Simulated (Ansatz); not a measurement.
CuFH₃Si (charge +1)

Input file:

```
crystal:
  periodic: [false, false, false]
  atoms:
    - {symbol: Cu, position_ang: [0.091147, 0.038190, -2.942206]}
    - {symbol: Si, position_ang: [-0.022271, -0.007735, 0.717652]}
    - {symbol: F, position_ang: [0.030897, -0.009362, -0.971055]}
    - {symbol: H, position_ang: [0.730173, -1.217195, 1.090675]}
    - {symbol: H, position_ang: [-1.462305, -0.063141, 1.020280]}
    - {symbol: H, position_ang: [0.632461, 1.259242, 1.084654]}
basis:
  gaussian: {orbitals: "def2-TZVPPD.json"}
total_charge: 1
hamiltonian: {xc: pbe0, dispersion: d4}
output: {orbitals: {seedname: orbitals}}
```

Command:

```sh
ansatz run in.yaml --threads 4 --pin off --events-out ev --progress --plain --max-ram 9574MiB
```

Geometry: PBE0-D4/def2-TZVP.

Computed with Ansatz 0.2.0, RKS PBE0-D4/def2-TZVPPD.

Q: Predict the electron density and electron localisation function between the atoms.

A: Si–F (1.69 Å): the density is about 0.87 e/Å³ at the midpoint; the ELF peaks at about 0.85 in the valence shell of F, 0.6 Å from its nucleus, and is about 0.40 at the midpoint.
Cu–F (1.97 Å): ρ is about 0.45 e/Å³ halfway; the ELF peaks at about 0.85 in the valence shell of F, 0.5 Å from its nucleus, and is about 0.10 at the midpoint.
Si–H (1.47 Å): ρ at the midpoint is about 0.86 e/Å³; the ELF climbs to about 1 towards the hydrogen, as it does in any bond to H.

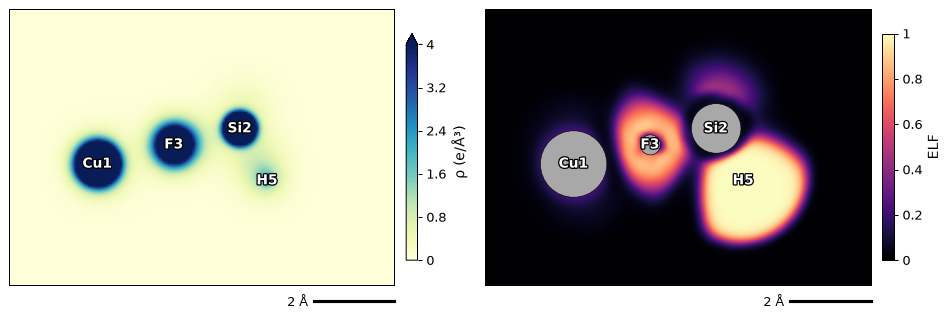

Computed electron density and electron localisation function on the plane of atoms F3, Si2 and H5, in this order. Grey discs cover the atomic cores in the ELF map. 
